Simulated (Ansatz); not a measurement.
BH$_{3}$F: several calculations on one system

### Relaxation

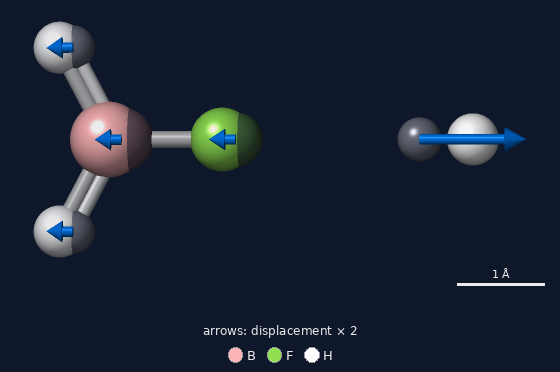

This is a relaxation of BH₃F (multiplicity 2). The starting structure is drawn faded, the final one solid; blue arrows show the displacements, 2 times their true length. The two geometries are superimposed by the best rigid fit.

The picture is a ball-and-stick view, seen face on.

The run prepares an end point of a later path (reaction) calculation, from a guessed geometry.

Computed with UKS r2SCANh/6-31G* in Ansatz.

Input
```yaml
crystal:
  periodic: [false, false, false]
  atoms:
    - { symbol: B, position_ang: [0.0, -2.0e-06, -0.09671] }
    - { symbol: F, position_ang: [0.0, -1.0e-06, 1.225053] }
    - { symbol: H, position_ang: [1.061726, 1.0e-06, -0.65579] }
    - { symbol: H, position_ang: [-1.061726, 1.0e-06, -0.65579] }
    - { symbol: H, position_ang: [0.0, 1.0e-06, 3.353237] }
magnetization:
  spin_polarized: true
  initial_magnetization: 1
basis:
  gaussian: { orbitals: "6-31G*" }
hamiltonian:
  xc: r2scanh
relax:
  f_tol: 0.03
  max_steps: 50
```

Command:
```bash
ansatz run input.yaml --threads 1 --pin off --max-ram 2048MiB --backend cpu --events-out ev --progress --plain --runs-dir out
```

What happened in the run?

The energy falls by 7.06 kJ/mol in 7 accepted moves (8 points after the start). Largest force component: 0.31 eV/Å at the start, 0.0017 eV/Å at the end. The line search rejected the trial step at point 7 of the run. The largest move after the best rigid fit is that of H5, 0.62 Å. Largest moves by element: H 0.62 Å, F 0.16 Å, B 0.15 Å. The run took 11 s on 1 thread of Intel(R) Xeon(R) 6975P-C (Granite Rapids), on a shared host, peak memory 0.14 GiB.

### Relaxation

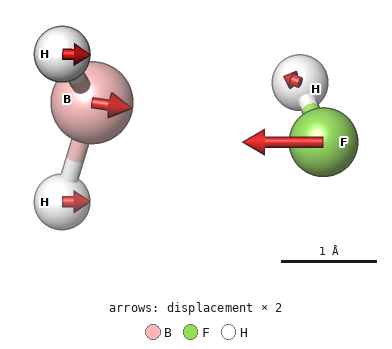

A relaxation of BH₃F (multiplicity 2). The starting structure is drawn; red arrows show the displacements, magnified 2 times. The two geometries are superimposed by the best rigid fit.

Style: ball-and-stick. Shown from a free direction.

The run prepares an end point of a later path (reaction) calculation, from a guessed geometry.

Level of theory: UKS r2SCANh/6-31G* (Ansatz). Set-up: collinear spin; force threshold 0.03 eV/Å; at most 50 steps.

What happened in the run?

Answer. The F atom moves most after the best rigid fit: 0.43 Å. Largest moves by element: F 0.43 Å, B 0.22 Å, H 0.15 Å. Near-neighbour distances that change, for instance: B–F 2.509 → 1.874 Å, F–H 0.934 → 0.956 Å. Over 4 geometry steps the energy falls by 14.9 kJ/mol. The largest force component goes from 0.38 to 0.026 eV/Å.

Limits of the set-up: the start holds two separate molecules, 2.2 Å apart at their closest, whose relative position is a soft coordinate and is computed without a dispersion correction.

### Path

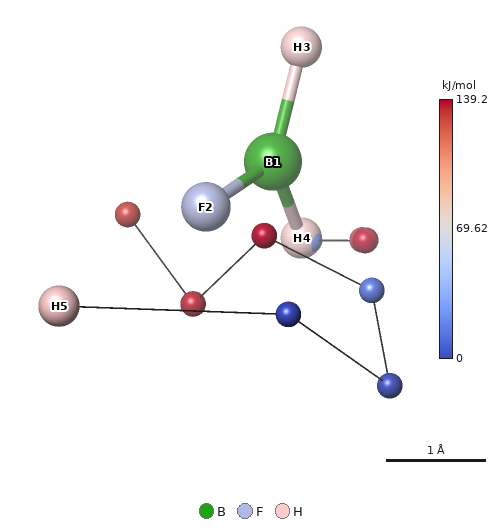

A search for the minimum-energy path of BH3F (multiplicity 2), made up at the start of BH₂F and H by the nudged elastic band. Images are numbered from 0 (start) to 6 (end). The start is drawn whole; smaller spheres mark the moving atoms (H) in the later images, joined by lines and coloured by the energy of the image relative to the start. Style: ball-and-stick. Shown from a free direction.

These are results of UKS r2SCANh/6-31G* in Ansatz, not measurements. Settings: 5 movable images; climbing image; force threshold 0.05 eV/Å; iteration limit 60; starting path through a guess of the saddle point.

Describe the path and its energy.

Answer. Breaking: B1–F2 (1.32 → 1.91 at the top → 1.87 Å). Forming: F2–H5 (2.90 → 0.94 at the top → 0.96 Å). Forward barrier 139.2 kJ/mol, backward barrier 7.6 kJ/mol, with image 4 at the top; the reaction energy is +131.6 kJ/mol. Image 2 lies below both ends, at −0.4 kJ/mol, which points to an intermediate minimum that so few images don't resolve. The band is converged. At the top, the vibrational analysis gives one imaginary mode (114i cm⁻¹), as a transition state must have.

Limits of the set-up: the start holds two separate molecules, 2.9 Å apart at their closest, whose relative position is a soft coordinate and is computed without a dispersion correction.
